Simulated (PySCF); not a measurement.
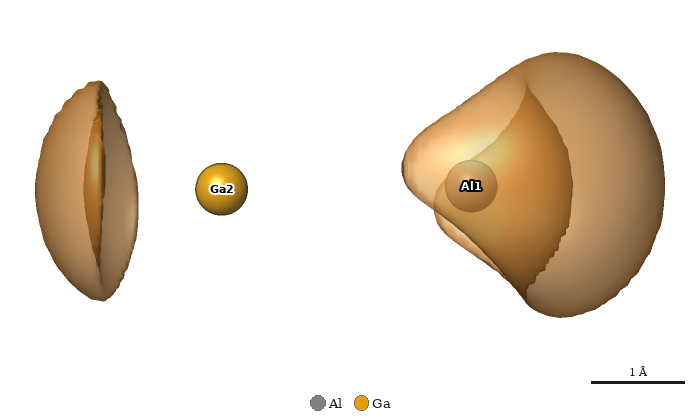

Figure. AlGa (triplet). Isosurface of the electron localisation function at 0.9 (orange), seen from one side. Only the valence region is drawn (cores and ρ < 0.01 e/Å³ removed).

Level of theory: PySCF 2.14.0, PBE0/def2-SVP, non-relativistic Hamiltonian with scalar-relativistic core potentials where named, at a bond length of 2.710 Å.

```
atom   x (Å)   y (Å)    z (Å)
  Al  0.0000  0.0000  -1.9476
  Ga  0.0000  0.0000   0.7624
```

**Identify the bonds, lone pairs and shells in this picture.**

The surface consists of one lobe on Al, pointing away from the bonds (non-bonding electrons) and one lobe on Ga, pointing away from the bonds (non-bonding electrons). Profiles from the grid: Al–Ga (2.71 Å): the ELF peaks at about 0.85 between the atoms; a covalent bond.
